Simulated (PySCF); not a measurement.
SMILES CS[SiH2]O at its PBE0/def2-SVP optimised geometry (Å):

```
10

Si     0.2577     0.7003     0.0000
O     -0.1572     2.3083     0.0000
S     -0.6060    -0.2664    -1.7120
C     -1.1365    -1.8551    -0.9914
H     -0.2537    -0.0540     1.1890
H      1.7442     0.7003     0.0000
H     -1.0886     2.5006    -0.1480
H     -0.2785    -2.5006    -0.7595
H     -1.7442    -1.7080    -0.0878
H     -1.7507    -2.3513    -1.7549
```

Computed with PySCF with PBE0/def2-TZVP.

Map of the electrostatic potential (hartree/e), clipped to [-0.08, 0.12] on the plane z = 1.2 Å:

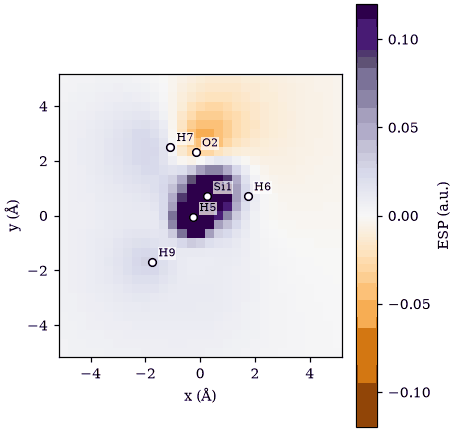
*Electrostatic potential (hartree/e), clipped to [-0.08, 0.12] on the plane z = 1.2 Å.*
